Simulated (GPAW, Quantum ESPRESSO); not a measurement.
# YS (Fm-3m): the S K absorption edge, part 3 of 4

Aim: the S K edge of YS (Fm-3m) by two routes, a Lanczos recursion (XSpectra) and a sum over empty bands (GPAW), to see which features are robust.

Quantum ESPRESSO 7.5 and GPAW 26.7.0; core-hole supercells, plane-wave PAW LDA.

So far. Step 8 (Spectrum with XCH, S atom 2 (Quantum ESPRESSO)): The total-energy difference is 2475.51 eV. One term is added: -16.82 eV, since the hole is spin-paired here and a spin-polarised one costs that much less in the free atom (computed apart). The photon energy is then 2458.69 eV. The functional leaves an error in such absolute values: in the free atom LDA prices this hole 9.1 eV below PBE (computed apart), and PBE is itself good to a few eV.

**9. Another broadening**

Level of this step: X-ray absorption near-edge structure, plane-wave PAW LDA, one-electron final states by a Lanczos continued fraction (Quantum ESPRESSO).

The final state's lifetime shortens with energy, so measured features broaden above the edge; the saved Lanczos coefficients are redrawn with a width that grows.

xspectra_plot.in

```
&input_xspectra
   calculation='xanes_dipole', edge='K'
   prefix='x', outdir='tmp', xiabs=2, xe0=12.5274
   xonly_plot=.true., x_save_file='xanes.sav'
   xniter=3000, xcheck_conv=20, xerror=0.005
   xcoordcrys=.false., xepsilon(1)=1, xepsilon(2)=0, xepsilon(3)=0
/
&plot
   xnepoint=413, xemin=-10, xemax=45, terminator=.true., cut_occ_states=.true.
   gamma_mode='variable', gamma_energy(1)=4, gamma_energy(2)=25, gamma_value(1)=0.3, gamma_value(2)=2.5
/
&pseudos
   filecore='../S.wfc'
/
&cut_occ
   cut_desmooth=0.1, cut_stepl=0.05, cut_stepu=0.05, cut_ierror=1e-5
/
6 6 6 0 0 0
```

Run with:

```
OMP_NUM_THREADS=1 xspectra.x -in xspectra_plot.in > xspectra_plot.out
```

Numbers of over 12 decimals in the logs are rounded to 6 here.

Log:

```text
     [... banner and references ...]
Reading input_file
     -------------------------------------------------------------------------

     calculation: xanes_dipole

     xonly_plot: TRUE
        => only the spectrum plot

     main plot parameters:
        cut_occ_states: TRUE
        gamma_mode:  variable
        -> first, constant up to point ( 4.00, 0.30) [eV]
        -> then, linear up to point (25.00, 2.50) [eV]
        -> finally, constant up to xemax
        xemin [eV]: -10.00
        xemax [eV]:  45.00
        xnepoint:  413
[...]
xemin [eV]: -10.00
        xemax [eV]:  45.00
        xnepoint:  413
        energy-dependent broadening parameter:
         -> first, constant up to point ( 4.00, 0.30) [eV]
         -> then, linear up to point (25.00, 2.50) [eV]
         -> finally, constant up to xemax
        Core level energy [eV]:  -2472.
         (from electron binding energy of neutral atoms in X-ray data booklet)

     Cross-section successfully written in xanes.dat

     -------------------------------------------------------------------------
                                END JOB XSpectra
     -------------------------------------------------------------------------
[key lines of the parts left out:]
Fermi level [eV]:  12.7342
```

The job ended after 2.5 s (1 MPI rank of Arm Neoverse V2, shared host; peak memory 0.05 GiB).

With a Lorentzian half width 0.3 eV up to 4 eV, rising linearly to 2.5 eV at 25 eV, the maxima are 2.1 eV (1.72), 3.2 eV (1.92), 4.8 eV (1.64), 6.7 eV (1.41) and 13.0 eV (0.82).

**10. Ground state of the crystal (GPAW)**

The second program starts from its own ground state, on the same cell and functional.

scf.py

```python
import numpy as np
from ase import Atoms
from ase.parallel import parprint, paropen
from gpaw import GPAW, PW, FermiDirac, Mixer, MixerDif, setup_paths
from gpaw.test import gen
setup_paths.insert(0, '.')
gen('S', name='nch1s', xcname='LDA', corehole=(1, 0, 0), write_xml=True)
from gpaw.mpi import world
world.barrier()

atoms = Atoms('YS',
    cell=[[0, 2.74365, 2.74365],
     [2.74365, 0, 2.74365],
     [2.74365, 2.74365, 0]],
    scaled_positions=[[0.5, 0.5, 0.5],
     [0, 0, 0]],
    pbc=True)
atoms.calc = calc = GPAW(legacy_gpaw=True, mode=PW(500), xc='LDA', setups={1: 'nch1s'},
    kpts={'size': (8, 8, 8), 'gamma': True}, occupations=FermiDirac(0.05),
    charge=0, mixer=Mixer(0.1, 5, 50), maxiter=150,
    convergence={'density': 0.0001}, txt='scf.txt')
energy = atoms.get_potential_energy() + calc.get_reference_energy()
ef = calc.get_fermi_level()
out = dict(energy=energy, fermi=ef, forces=atoms.get_forces().tolist())
parprint(f'all-electron energy {energy:.4f} eV, Fermi level {ef:.4f} eV')
ev = np.array([[calc.get_eigenvalues(k, s) for k in range(len(calc.get_ibz_k_points()))] for s in range(calc.get_number_of_spins())])
out['homo'], out['lumo'], out['counts'] = ev[ev < ef].max(), ev[ev > ef].min(), sorted(set((ev < ef).sum((0, 2)).tolist()))
out['filled'] = (ev[:, 0] < ef).sum(1).tolist()
import json
with paropen('out.json', 'w') as f:
    json.dump(out, f)
```

Run with:

```
OMP_NUM_THREADS=1 mpirun -n 4 gpaw python scf.py
```

Log:

```text
Input parameters:
  convergence: {density: 0.0001}
  kpts: {gamma: True,
         size: (8, 8, 8)}
  maxiter: 150
  mixer: {backend: pulay,
          beta: 0.1,
          method: separate,
          nmaxold: 5,
          weight: 50}
  mode: {ecut: 500.0,
         name: pw}
  occupations: {fixmagmom: False,
                name: fermi-dirac,
                width: 0.05}
  setups: {1: nch1s}

Initialize ...

[...]
3s(2) :    -0.634959     1.191395
*s    :     0.365041
3p(4) :    -0.261139     0.997058
*p    :     0.738861
*d    :     0.000000
--------------------------------

Diagonalizing with gridspacing h=0.050

state   all-electron     PAW
-------------------------------
3s:      -0.634959    -0.635587
3p:      -0.261139    -0.261554
*d:                    0.043150
*f:                    0.074695
-------------------------------
all-electron energy -102826.7956 eV, Fermi level 9.5078 eV
[key lines of the parts left out:]
Converged after 11 iterations.
Dipole moment: (0.000000, 0.000000, 0.000000) |e|*Ang
Free energy:    -14.330067
Fermi level: 9.50780
```

Elapsed: 4.3 s, on 4 MPI ranks; peak memory 0.17 GiB.

The mesh shows no gap, so the system is treated as a metal and the core electron is put at the Fermi level (neutral cell).

**11. Spectrum without a core hole, S atom 2 (GPAW)**

Without a hole the spectrum is the empty density of states of the right symmetry on the absorber, weighted by matrix elements. It needs only the small cell and serves as the baseline. The data set with a hole of occupation 0 only carries the core orbital.

xas.py

```python
import numpy as np
from ase import Atoms
from ase.parallel import parprint, paropen
from gpaw import GPAW, PW, FermiDirac, Mixer, MixerDif, setup_paths
from gpaw.test import gen
setup_paths.insert(0, '.')
gen('S', name='nch1s', xcname='LDA', corehole=(1, 0, 0), write_xml=True)
from gpaw.mpi import world
world.barrier()

atoms = Atoms('YS',
    cell=[[0, 2.74365, 2.74365],
     [2.74365, 0, 2.74365],
     [2.74365, 2.74365, 0]],
    scaled_positions=[[0.5, 0.5, 0.5],
     [0, 0, 0]],
    pbc=True)
atoms.calc = calc = GPAW(legacy_gpaw=True, mode=PW(500), xc='LDA', setups={1: 'nch1s'},
    kpts={'size': (11, 11, 11), 'gamma': True}, occupations=FermiDirac(0.1),
    charge=0, mixer=Mixer(0.1, 5, 50), maxiter=150,
    convergence={'density': 0.0001}, txt='scf.txt')
energy = atoms.get_potential_energy() + calc.get_reference_energy()
ef = calc.get_fermi_level()
out = dict(energy=energy, fermi=ef, forces=atoms.get_forces().tolist())
parprint(f'all-electron energy {energy:.4f} eV, Fermi level {ef:.4f} eV')
ev = np.array([[calc.get_eigenvalues(k, s) for k in range(len(calc.get_ibz_k_points()))] for s in range(calc.get_number_of_spins())])
out['homo'], out['lumo'], out['counts'] = ev[ev < ef].max(), ev[ev > ef].min(), sorted(set((ev < ef).sum((0, 2)).tolist()))
out['filled'] = (ev[:, 0] < ef).sum(1).tolist()

from ase.units import Ha
from gpaw.xas import dipole_matrix_elements
nb = int(calc.get_number_of_electrons() / 2) + 33
top = nb
nscf = calc.fixed_density(kpts={'size': (10, 10, 10), 'gamma': True},
    convergence={'eigenstates': 1.0}, txt='nscf.txt')
nscf.diagonalize_full_hamiltonian(nbands=nb)
cell = atoms.cell.array
ops = [cell.T @ U.T @ np.linalg.inv(cell.T) for U in nscf.wfs.kd.symmetry.op_scc]
E = np.arange(-25, 34, 0.1)
fwhm = np.interp(E, [4, 25], [0.9, 3.5])
Y, X, zero, highest = 0, 0, 1e9, 1e9
for spin in range(nscf.get_number_of_spins()):
    wfs = nscf.wfs
    A = dipole_matrix_elements(wfs.setups[1])
    eps = np.zeros((wfs.kd.nibzkpts, nb))
    d = np.zeros((3, A.shape[1], wfs.kd.nibzkpts, nb), complex)
    for kpt in wfs.kpt_u:
        if kpt.s == spin and 1 in kpt.P_ani:
            eps[kpt.k] = kpt.eps_n * Ha
            d[:, :, kpt.k] = (kpt.weight * wfs.nspins / 2) ** 0.5 * np.inner(A, kpt.P_ani[1])
    world.sum(eps)
    world.sum(d)
    T = np.einsum('amkn,bmkn->abkn', d, d.conj()).real
    T = sum(np.einsum('ai,ijkn,bj->abkn', R, T, R) for R in ops) / len(ops)
    empty = eps > ef
    zero, highest = min(zero, eps[empty].min()), min(highest, eps[:, top - 1].min())
    lines = [(eps, T, empty)] if spin == 0 else lines + [(eps, T, empty)]
for eps, T, empty in lines:
    f = np.einsum('aakn->akn', T).reshape(3, -1)
    x = eps.ravel() - zero
    w = np.interp(x, E, fwhm) / 2.35482
    g = np.exp(-0.5 * ((E[:, None] - x) / w) ** 2) / (w * (2 * np.pi) ** 0.5)
    Y = Y + (f * empty.ravel()) @ g.T
    X = X + (f * ~empty.ravel()) @ g.T
out.update(E=E.round(2).tolist(), xas=Y.tolist(), xes=X.tolist(), zero=zero, valid=highest - zero, nk=len(eps), nb=nb)
for i in range(0, len(E), 10):
    parprint(f'{E[i]:7.2f}', *(f'{v:10.3e}' for v in Y[:, i]))
import json
with paropen('out.json', 'w') as f:
    json.dump(out, f)
```

Run with:

```
OMP_NUM_THREADS=1 mpirun -n 4 gpaw python xas.py
```

Log:

```text
Input parameters:
  convergence: {density: 0.0001}
  kpts: {gamma: True,
         size: (11, 11, 11)}
  maxiter: 150
  mixer: {backend: pulay,
          beta: 0.1,
          method: separate,
          nmaxold: 5,
          weight: 50}
  mode: {ecut: 500.0,
         name: pw}
  occupations: {fixmagmom: False,
                name: fermi-dirac,
                width: 0.1}
  setups: {1: nch1s}

Initialize ...

[...]
*p    :     0.738861
*d    :     0.000000
--------------------------------

Diagonalizing with gridspacing h=0.050

state   all-electron     PAW
-------------------------------
3s:      -0.634959    -0.635587
3p:      -0.261139    -0.261554
*d:                    0.043150
*f:                    0.074695
-------------------------------
all-electron energy -102826.8026 eV, Fermi level 9.4972 eV
[...]
32.00  2.392e-06  2.392e-06  2.392e-06
  33.00  2.361e-06  2.361e-06  2.361e-06
[key lines of the parts left out:]
Converged after 11 iterations.
Dipole moment: (0.000000, 0.000000, 0.000000) |e|*Ang
Free energy:    -14.347923
Fermi level: 9.49717
```

The job ended after 37 s (4 MPI ranks; peak memory 0.31 GiB; 2.5 min of CPU time).

The S K spectrum, S atom 2, no core hole (energy from the lowest empty level; intensity scaled to a mean of 1 over the first 20 eV):

| E (eV) | intensity |
| --- | --- |
| -2.0 | 0.00 |
| -0.5 | 0.07 |
| 1.0 | 0.60 |
| 2.5 | 1.26 |
| 4.0 | 1.21 |
| 5.5 | 1.09 |
| 7.0 | 2.06 |
| 8.5 | 1.55 |
| 10.0 | 0.79 |
| 11.5 | 0.80 |
| 13.0 | 0.76 |
| 14.5 | 0.70 |
| 16.0 | 0.81 |
| 17.5 | 0.88 |
| 19.0 | 0.71 |
| 20.5 | 0.69 |
| 22.0 | 0.78 |
| 23.5 | 0.82 |
| 25.0 | 1.06 |
| 26.5 | 1.39 |
| 28.0 | 1.40 |
| 29.5 | 1.07 |
| 31.0 | 0.80 |

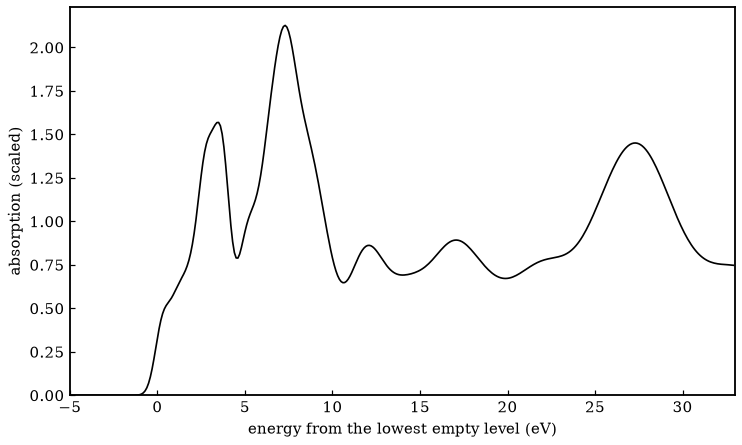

The S K edge, S atom 2, no core hole: main maxima at 3.5, 7.3 and 17.1 eV.

Main maxima below 24 eV (height): 3.5 eV (1.57), 7.3 eV (2.13), 12.1 eV (0.86) and 17.1 eV (0.89). 

The same matrix elements for filled bands give the S K emission of S atom 2 (ground-state approximation; energy from the lowest empty level, largest value 1):

| E (eV) | emission |
| --- | --- |
| -24.0 | 0.00 |
| -22.5 | 0.00 |
| -21.0 | 0.00 |
| -19.5 | 0.00 |
| -18.0 | 0.00 |
| -16.5 | 0.00 |
| -15.0 | 0.00 |
| -13.5 | 0.00 |
| -12.0 | 0.00 |
| -10.5 | 0.00 |
| -9.0 | 0.00 |
| -7.5 | 0.01 |
| -6.0 | 0.39 |
| -4.5 | 0.79 |
| -3.0 | 0.02 |
| -1.5 | 0.01 |
| 0.0 | 0.02 |
| 1.5 | 0.00 |
| 3.0 | 0.00 |

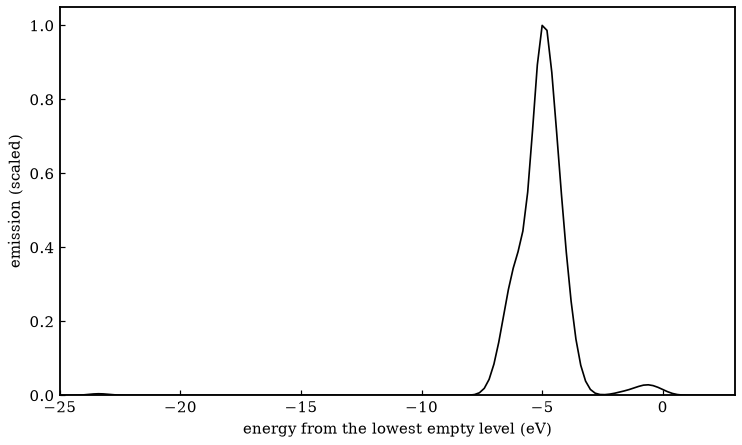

X-ray emission from the filled bands.

Emission maxima: -5.0 eV (1.00).

**12. Supercell without a hole, the energy reference (GPAW)**

Total energies of two programs can't be mixed, so the cell and mesh of GPAW's hole run get a reference energy of their own.

Changes to scf.py since step 10:

```diff
@@ -10,11 +10,17 @@
 
-atoms = Atoms('YS',
-    cell=[[0, 2.74365, 2.74365],
-     [2.74365, 0, 2.74365],
-     [2.74365, 2.74365, 0]],
+atoms = Atoms('Y4S4',
+    cell=[[0, 0, 5.4873],
+     [5.4873, 0, 0],
+     [0, 5.4873, 0]],
     scaled_positions=[[0.5, 0.5, 0.5],
-     [0, 0, 0]],
+     [0.5, 0, 0],
+     [0, 0, 0.5],
+     [0, 0.5, 0],
+     [0, 0, 0],
+     [0, 0.5, 0.5],
+     [0.5, 0.5, 0],
+     [0.5, 0, 0.5]],
     pbc=True)
-atoms.calc = calc = GPAW(legacy_gpaw=True, mode=PW(500), xc='LDA', setups={1: 'nch1s'},
-    kpts={'size': (8, 8, 8), 'gamma': True}, occupations=FermiDirac(0.05),
+atoms.calc = calc = GPAW(legacy_gpaw=True, mode=PW(500), xc='LDA', setups={4: 'nch1s'},
+    kpts={'size': (5, 5, 5), 'gamma': True}, occupations=FermiDirac(0.1),
     charge=0, mixer=Mixer(0.1, 5, 50), maxiter=150,
```

Run with:

```
OMP_NUM_THREADS=1 mpirun -n 4 gpaw python scf.py
```

Log:

```text
Input parameters:
  convergence: {density: 0.0001}
  kpts: {gamma: True,
         size: (5, 5, 5)}
  maxiter: 150
  mixer: {backend: pulay,
          beta: 0.1,
          method: separate,
          nmaxold: 5,
          weight: 50}
  mode: {ecut: 500.0,
         name: pw}
  occupations: {fixmagmom: False,
                name: fermi-dirac,
                width: 0.1}
  setups: {4: nch1s}

Initialize ...

[...]
3s(2) :    -0.634959     1.191395
*s    :     0.365041
3p(4) :    -0.261139     0.997058
*p    :     0.738861
*d    :     0.000000
--------------------------------

Diagonalizing with gridspacing h=0.050

state   all-electron     PAW
-------------------------------
3s:      -0.634959    -0.635587
3p:      -0.261139    -0.261554
*d:                    0.043150
*f:                    0.074695
-------------------------------
all-electron energy -411307.1450 eV, Fermi level 9.6070 eV
[key lines of the parts left out:]
Converged after 18 iterations.
Dipole moment: (-0.000000, -0.000000, -0.000000) |e|*Ang
Free energy:    -57.337413
Fermi level: 9.60697
```

The job ended after 14 s (4 MPI ranks; peak memory 0.21 GiB).

Reference energy: -411307.145 eV with the cores included.

(Continued in part 4 of 4.)

[Banner, clock and machine lines of the logs are left out without a mark of their own.]

[Logs are printed without paths, hosts, clocks, repeated set-up lines and the standing remarks that a program may print on its own settings, such as how far it seeks lower states.]

[Hosts, paths, dates, database ids (printed as entryN), source tags and the programs' standing remarks are cut or masked in the printed files.]

[Lists of maxima count a maximum above −3 eV only where it reaches 4 % of the highest in the window and stands out from its surroundings by 2 % of it (1.5 % where it reaches 55 %); shoulders and weaker maxima are passed over, and of the rest the first, up to two pre-edge ones and the few strongest are named.]
